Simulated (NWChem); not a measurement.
**AlHSeClF (SMILES [F][Al]([Cl])[SeH]) at 4 levels**

We compute a comparison of 4 runs (HF/STO-3G, HF/3-21G, B3LYP/6-31G*) of AlHSeClF. 

Program for the calculation: NWChem 7.3.0.

## Step 1: Starting point

The species is AlHSeClF (5 atoms), meant as a singlet with charge 0. SMILES: `[F][Al]([Cl])[SeH]`. The shape is that of a PBE0-D4/def2-TZVP optimisation. This is one conformer, not always the lowest.

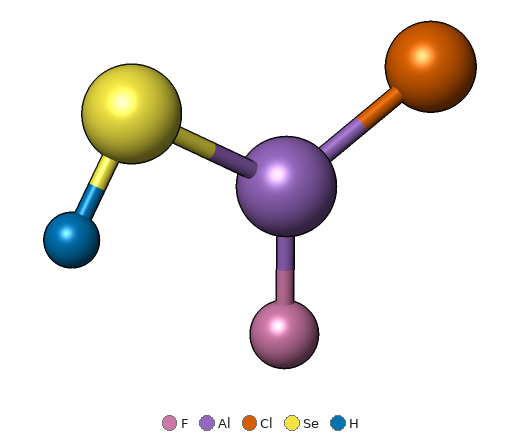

Viewed from a chosen angle; fluorine pink, aluminium purple, chlorine orange, selenium yellow, hydrogen blue.

## Step 2: Energy and gradient at HF/STO-3G (run 1)

Contents of sp.xyz:

```xyz
5
AlClFHSe
F     -0.980100    -1.076700     1.078400
Al     0.304900    -0.385300     0.331200
Cl     2.221200    -1.013700     0.819200
Se    -0.020900     1.253900    -1.231300
H     -1.475100     1.148200    -1.039000
```

Contents of run.py:

```python
from ase.io import read
from ase.calculators.nwchem import NWChem

mol = read('sp.xyz')

calc = NWChem(
    label='sp',
    theory='scf',
    memory='2200 mb',
    basis='STO-3G',
    basispar='spherical bse',
    scf={'nopen': '0', 'rhf': None, 'thresh': '1e-08', 'maxiter': '80'},
)
mol.calc = calc

forces = mol.get_forces()
print(f"energy = {mol.get_potential_energy():.6f} eV")
print("forces (eV/A):")
for s, f in zip(mol.symbols, forces):
    print(f"{s:2s} {f[0]:10.5f} {f[1]:10.5f} {f[2]:10.5f}")
print("dipole (e A):", mol.get_dipole_moment().round(4))
```

Launch:

```
$ export ASE_NWCHEM_COMMAND="nwchem PREFIX.nwi > PREFIX.nwo"
$ python run.py
```

What it wrote:

```text
energy = -86150.173201 eV
forces (eV/A):
F     1.32011    0.64154   -0.70124
Al   -0.96026    0.05939    0.00221
Cl   -0.30889    0.03373   -0.01347
Se   -0.92483   -0.99193    1.01517
H     0.87387    0.25726   -0.30267
dipole (e A): [-0.5579 -0.0202  0.054 ]
```

The calculator wrote sp.nwi:

```
title "sp"

permanent_dir sp

scratch_dir sp

start sp

geometry units angstrom nocenter noautosym noautoz
  F  -9.8009999999999997e-01 -1.0767000000000000e+00 1.0784000000000000e+00
  Al 3.0490000000000000e-01 -3.8529999999999998e-01 3.3119999999999999e-01
  Cl 2.2212000000000001e+00 -1.0137000000000000e+00 8.1920000000000004e-01
  Se -2.0899999999999998e-02 1.2539000000000000e+00 -1.2313000000000001e+00
  H  -1.4751000000000001e+00 1.1482000000000001e+00 -1.0389999999999999e+00
end

memory 2200 mb

basis spherical bse noprint
   * library STO-3G
end

scf
  nopen 0
  rhf
  thresh 1e-08
  maxiter 80
end

task scf gradient
```

sp.nwo (excerpt; [...] marks lines left out):

```text
[...]
      One-electron energy =  -5164.925477857111
[... 1 line left out ...]
 Nuclear repulsion energy =    367.830124138635
[... 50 lines left out ...]
                       ROHF Final Molecular Orbital Analysis
[... 159 lines left out ...]
     1   1 0 0     -1.054338      0.000000     58.047658
[...]
  wavefunction    =   RHF
                         RHF ENERGY GRADIENTS
    atom               coordinates                        gradient
                 x          y          z           x          y          z
   1 F      -1.852120  -2.034668   2.037881   -0.025672  -0.012476   0.013637
   2 Al      0.576177  -0.728111   0.625877    0.018674  -0.001155  -0.000043
   3 Cl      4.197459  -1.915615   1.548064    0.006007  -0.000656   0.000262
   4 Se     -0.039495   2.369527  -2.326820    0.017985   0.019290  -0.019742
   5 H      -2.787535   2.169783  -1.963425   -0.016994  -0.005003   0.005886
[...]
```

It took 5.7 s on 1 thread of AMD EPYC 7R13 (Zen 3), shared host; peak memory 0.098 GiB.

## Step 3: Energy and gradient at HF/3-21G (run 2)

Contents of run.py:

```python
from ase import Atoms
from ase.calculators.nwchem import NWChem

molecule = Atoms(['F', 'Al', 'Cl', 'Se', 'H'], positions=[
    [-0.980100, -1.076700, 1.078400],
    [0.304900, -0.385300, 0.331200],
    [2.221200, -1.013700, 0.819200],
    [-0.020900, 1.253900, -1.231300],
    [-1.475100, 1.148200, -1.039000],
])

calc = NWChem(
    label='m1',
    theory='scf',
    memory='2200 mb',
    basis='3-21G',
    basispar='spherical bse',
    scf={'nopen': '0', 'rhf': None, 'thresh': '1e-08', 'maxiter': '80'},
)
molecule.calc = calc

forces = molecule.get_forces()
print(f"energy = {molecule.get_potential_energy():.6f} eV")
print("forces (eV/A):")
for s, f in zip(molecule.symbols, forces):
    print(f"{s:2s} {f[0]:10.5f} {f[1]:10.5f} {f[2]:10.5f}")
print("dipole (e A):", molecule.get_dipole_moment().round(4))
```

Launch:

```
$ export ASE_NWCHEM_COMMAND="nwchem PREFIX.nwi > PREFIX.nwo"
$ python run.py
```

What it wrote:

```text
energy = -86696.235511 eV
forces (eV/A):
F    -0.23577   -0.14840    0.15792
Al   -1.09807    0.13020   -0.05770
Cl    1.71117   -0.63393    0.50599
Se   -0.22698    0.46064   -0.43071
H    -0.15036    0.19144   -0.17555
dipole (e A): [-0.3325  0.1559 -0.1299]
```

The calculator wrote m1.nwi:

```
title "m1"

permanent_dir m1

scratch_dir m1

start m1

geometry units angstrom nocenter noautosym noautoz
  F  -9.8009999999999997e-01 -1.0767000000000000e+00 1.0784000000000000e+00
  Al 3.0490000000000000e-01 -3.8529999999999998e-01 3.3119999999999999e-01
  Cl 2.2212000000000001e+00 -1.0137000000000000e+00 8.1920000000000004e-01
  Se -2.0899999999999998e-02 1.2539000000000000e+00 -1.2313000000000001e+00
  H  -1.4751000000000001e+00 1.1482000000000001e+00 -1.0389999999999999e+00
end

memory 2200 mb

basis spherical bse noprint
   * library 3-21G
end

scf
  nopen 0
  rhf
  thresh 1e-08
  maxiter 80
end

task scf gradient
```

m1.nwo (excerpt; [...] marks lines left out):

```text
[...]
      One-electron energy =  -5172.480427798921
[... 1 line left out ...]
 Nuclear repulsion energy =    367.830124138635
[... 55 lines left out ...]
                       ROHF Final Molecular Orbital Analysis
[... 201 lines left out ...]
     1   1 0 0     -0.628306      0.000000     58.047658
[...]
  wavefunction    =   RHF
                         RHF ENERGY GRADIENTS
    atom               coordinates                        gradient
                 x          y          z           x          y          z
   1 F      -1.852120  -2.034668   2.037881    0.004585   0.002886  -0.003071
   2 Al      0.576177  -0.728111   0.625877    0.021354  -0.002532   0.001122
   3 Cl      4.197459  -1.915615   1.548064   -0.033277   0.012328  -0.009840
   4 Se     -0.039495   2.369527  -2.326820    0.004414  -0.008958   0.008376
   5 H      -2.787535   2.169783  -1.963425    0.002924  -0.003723   0.003414
[...]
```

Run time: 6.9 s. Hardware: 1 thread of AMD EPYC 7R13 (Zen 3), shared host; peak memory 0.098 GiB.

## Step 4: Energy and gradient at B3LYP/6-31G(d) (spherical functions) (run 3)

Contents of alclfhse.xyz:

```xyz
5
AlClFHSe
F     -0.980100    -1.076700     1.078400
Al     0.304900    -0.385300     0.331200
Cl     2.221200    -1.013700     0.819200
Se    -0.020900     1.253900    -1.231300
H     -1.475100     1.148200    -1.039000
```

Contents of run.py:

```python
from ase.io import read
from ase.calculators.nwchem import NWChem

atoms = read('alclfhse.xyz')

calc = NWChem(
    label='alclfhse',
    theory='dft',
    memory='2200 mb',
    basis='6-31G*',
    basispar='spherical bse',
    dft={'xc': 'b3lyp', 'mult': '1', 'grid': 'xfine', 'convergence': 'energy 1e-08', 'iterations': '100', 'mulliken': None},
)
atoms.calc = calc

forces = atoms.get_forces()
e = atoms.get_potential_energy()
print(f"E = {e:.6f} eV")
print("forces (eV/A):")
for s, f in zip(atoms.symbols, forces):
    print(f"{s:2s} {f[0]:10.5f} {f[1]:10.5f} {f[2]:10.5f}")
print("dipole (e A):", atoms.get_dipole_moment().round(4))
```

Launch:

```
$ export ASE_NWCHEM_COMMAND="nwchem PREFIX.nwi > PREFIX.nwo"
$ python run.py
```

What it wrote:

```text
E = -87200.092198 eV
forces (eV/A):
F    -0.33080   -0.18574    0.19983
Al    0.03044    0.12434   -0.12192
Cl    0.36777   -0.12598    0.09883
Se    0.20327    0.17329   -0.17993
H    -0.27069    0.01409    0.00319
dipole (e A): [-0.1769  0.1377 -0.122 ]
```

The calculator wrote alclfhse.nwi:

```
title "alclfhse"

permanent_dir alclfhse

scratch_dir alclfhse

start alclfhse

geometry units angstrom nocenter noautosym noautoz
  F  -9.8009999999999997e-01 -1.0767000000000000e+00 1.0784000000000000e+00
  Al 3.0490000000000000e-01 -3.8529999999999998e-01 3.3119999999999999e-01
  Cl 2.2212000000000001e+00 -1.0137000000000000e+00 8.1920000000000004e-01
  Se -2.0899999999999998e-02 1.2539000000000000e+00 -1.2313000000000001e+00
  H  -1.4751000000000001e+00 1.1482000000000001e+00 -1.0389999999999999e+00
end

memory 2200 mb

basis spherical bse noprint
   * library 6-31G*
end

dft
  xc b3lyp
  mult 1
  grid xfine
  convergence energy 1e-08
  iterations 100
  mulliken
end

task dft gradient
```

alclfhse.nwo (excerpt; [...] marks lines left out):

```text
[...]
         Total DFT energy =    -3204.544308039566
[...]
  wavefunction    = closed shell
                         DFT ENERGY GRADIENTS
    atom               coordinates                        gradient
                 x          y          z           x          y          z
   1 F      -1.852120  -2.034668   2.037881    0.006433   0.003612  -0.003886
   2 Al      0.576177  -0.728111   0.625877   -0.000592  -0.002418   0.002371
   3 Cl      4.197459  -1.915615   1.548064   -0.007152   0.002450  -0.001922
   4 Se     -0.039495   2.369527  -2.326820   -0.003953  -0.003370   0.003499
   5 H      -2.787535   2.169783  -1.963425    0.005264  -0.000274  -0.000062
[...]
```

Run time: 35 s. Hardware: 1 thread of AMD EPYC 7R13 (Zen 3), shared host; peak memory 0.13 GiB.

## Step 5: Energy and forces at B3LYP/6-31G(d) (Cartesian functions) (run 4)

Contents of sp.nw:

```
start sp
title "AlClFHSe"
memory 2200 mb
charge 0

geometry units angstrom noautosym nocenter noautoz
   F    -0.980100   -1.076700    1.078400
   Al    0.304900   -0.385300    0.331200
   Cl    2.221200   -1.013700    0.819200
   Se   -0.020900    1.253900   -1.231300
   H    -1.475100    1.148200   -1.039000
end

basis cartesian
   * library 6-31G*
end

dft
   xc b3lyp
   grid fine
   convergence energy 1e-08
   maxiter 100
   mulliken
end

task dft gradient
```

Launch:

```
$ nwchem sp.nw > sp.out
```

What it wrote:

```text
[...]
          Wavefunction type:  closed shell.
          No. of atoms     :     5
          No. of electrons :    74
[...]
          Charge           :     0
          Spin multiplicity:     1
[...]
          AO basis - number of functions:    90
[...]
              XC Information
              --------------
                         B3LYP Method XC Potential
                     Hartree-Fock (Exact) Exchange  0.200
                        Slater Exchange Functional  0.800 local
                    Becke 1988 Exchange Functional  0.720 non-local
              Lee-Yang-Parr Correlation Functional  0.810
                  VWN I RPA Correlation Functional  0.190 local
[...]
 d= 0,ls=0.0,diis     1  -3204.4695160764 -3.57D+03  1.89D-02  1.89D+00     2.5
[...]
 d= 0,ls=0.0,diis    10  -3204.5579825805 -6.51D-09  3.85D-07  1.02D-09    17.2
         Total DFT energy =    -3204.557982580453
      One electron energy =    -5189.410289829238
           Coulomb energy =     1762.064223123529
    Exchange-Corr. energy =     -145.042040013380
 Nuclear repulsion energy =      367.830124138636
[...]
      Total Density - Mulliken Population Analysis
     ---------------------------------------------
    Atom       Charge   Shell Charges
 -----------   ------   -------------------------------------------------------
    1 F    9     9.41   1.99  0.94  3.31  0.96  2.14  0.06
    2 Al  13    12.24   2.00  1.99  5.97  0.86  1.06  0.02  0.17  0.17
    3 Cl  17    17.22   2.00  1.99  5.97  1.46  3.65  0.53  1.66 -0.03
    4 Se  34    34.25   2.00  1.99  6.00  1.93  5.99  1.56  3.25  0.32  1.08  6.99  2.96  0.19
    5 H    1     0.88   0.47  0.41
[...]
  wavefunction    = closed shell
                         DFT ENERGY GRADIENTS
    atom               coordinates                        gradient
                 x          y          z           x          y          z
   1 F      -1.852120  -2.034668   2.037881    0.005734   0.003327  -0.003568
   2 Al      0.576177  -0.728111   0.625877    0.000039  -0.002092   0.002017
   3 Cl      4.197459  -1.915615   1.548064   -0.007035   0.002463  -0.001942
   4 Se     -0.039495   2.369527  -2.326820   -0.004141  -0.003490   0.003626
   5 H      -2.787535   2.169783  -1.963425    0.005403  -0.000209  -0.000133
[...]
```

Wall time 34 s (1 thread of AMD EPYC 7R13 (Zen 3), shared host); peak memory 0.12 GiB.

## Step 6: All runs side by side

```tsv
run	level	iteration cap	module	energy (Eh)	dipole moment (D)	HOMO energy (eV)	LUMO energy (eV)	wall time
1	HF/STO-3G	80	scf	-3165.960496	2.69	-7.73	7.55	5.7 s
2	HF/3-21G	80	scf	-3186.027916	1.87	-10.57	1.74	6.9 s
3	B3LYP/6-31G* (spherical functions)	100	dft	-3204.544308	1.23	-7.51	-1.37	35 s
4	B3LYP/6-31G* (Cartesian functions)	100	dft	-3204.557983	1.23	-7.51	-1.38	34 s
```

## Step 7: Summary of results

| quantity | value |
| --- | --- |
| run 4: total energy | -3204.55798 Eh |
| run 4: dipole moment | 1.23 D |
| run 4: HOMO energy | -7.51 eV |
| run 4: LUMO energy | -1.38 eV |
| run 4: HOMO–LUMO gap | 6.13 eV |
| run 4: largest force on an atom | 0.396 eV/Å |

The dipole moment (its size) runs from 1.23 D (B3LYP/6-31G*) to 2.69 D (HF/STO-3G). The two ends differ in method and basis. The HOMO–LUMO gap runs from 6.13 eV (B3LYP/6-31G*) to 15.29 eV (HF/STO-3G). In run 1 the basis is minimal, so the values are rough. All runs together took 82 s, the longest 35 s.
